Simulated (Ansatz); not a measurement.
# C₂H₇PSi (SMILES P[SiH]1CC1): what the fields show

Input file:

```
crystal:
  periodic: [false, false, false]
  atoms:
    - { symbol: P, position_ang: [-1.7275, 1.1222, -0.4731] }
    - { symbol: Si, position_ang: [0.1318, 0.6322, 0.4244] }
    - { symbol: C, position_ang: [0.3008, -1.0671, 1.0193] }
    - { symbol: C, position_ang: [0.7663, -0.9669, -0.4097] }
    - { symbol: H, position_ang: [-1.3365, 1.2221, -1.8457] }
    - { symbol: H, position_ang: [-1.7102, 2.5799, -0.2782] }
    - { symbol: H, position_ang: [1.3057, 1.5656, 0.2844] }
    - { symbol: H, position_ang: [-0.5365, -1.5802, 1.2923] }
    - { symbol: H, position_ang: [1.1373, -1.2174, 1.7883] }
    - { symbol: H, position_ang: [1.739, -0.9751, -0.6613] }
    - { symbol: H, position_ang: [-0.0048, -1.3724, -1.1203] }
basis:
  gaussian: { orbitals: def2-SVP }
hamiltonian:
  xc: b3lyp
  dispersion: d4
relax:
  f_tol: 0.015
  max_steps: 40
output:
  orbitals: {}
```

Command:

```sh
ansatz run input.yaml --threads 2 --pin off --max-ram 3072MiB --backend cpu --events-out ev --progress --plain --runs-dir out
```

The fields are those of the run's last geometry, not of the input's.

The calculation used RKS B3LYP-D4/def2-SVP (Ansatz).

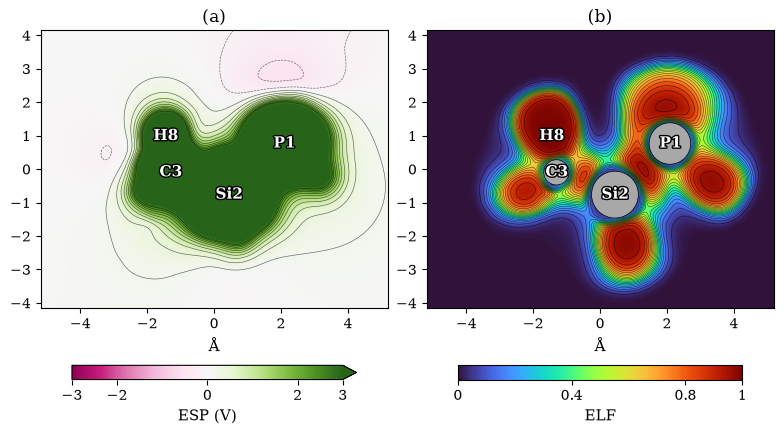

Figure 1. (a) electrostatic potential; (b) ELF on the plane of atoms Si2, C3 and H8. Grey discs cover the atomic cores in the ELF map.

Question: What do the fields say about this system?

Answer: The section cuts through P, Si, C and H sites.
C–Si (1.87 Å): the ELF peaks at about 0.85 between the atoms, as expected for a covalent bond.
Si–P (2.25 Å): the ELF peaks at about 0.95 between the atoms; a shared electron pair.
C–H (1.10 Å): the ELF climbs to about 1 towards the hydrogen, as it does in any bond to H: an ordinary covalent bond to hydrogen.
The ELF also peaks beside P1, away from the bonds: lone-pair regions.
Outside the dense part of the molecule the potential is most negative (−0.5 V) near P1.

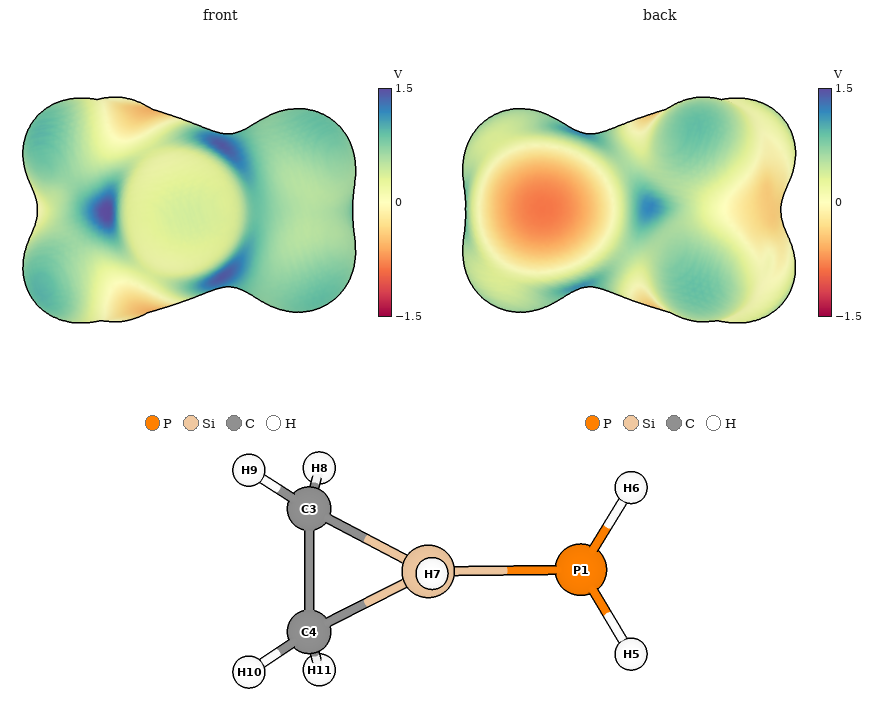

Figure 2. The molecular electrostatic potential painted on the density surface at 0.004 e/bohr³, seen from the front and from behind; red is negative and blue positive. The bare structure is drawn below in the same view.

Question: Which sites attract a positive test charge, and which a negative one?

Answer: A positive charge is drawn to the negative regions and a negative charge to the positive ones. The most negative region (about −0.8 V) lies over P1, the most positive (about +1.4 V) over Si2.

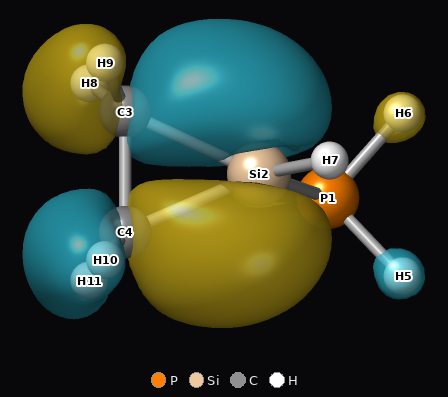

Figure 3. The HOMO at ±0.1 Å⁻³ᐟ² (yellow and cyan are the two phases), seen at a tilt.

Question: What is the character of this orbital?

Answer: It lies mainly on Si2 (about 35 %), C3 (about 25 %) and C4 (about 25 %). Its energy is −6.59 eV.
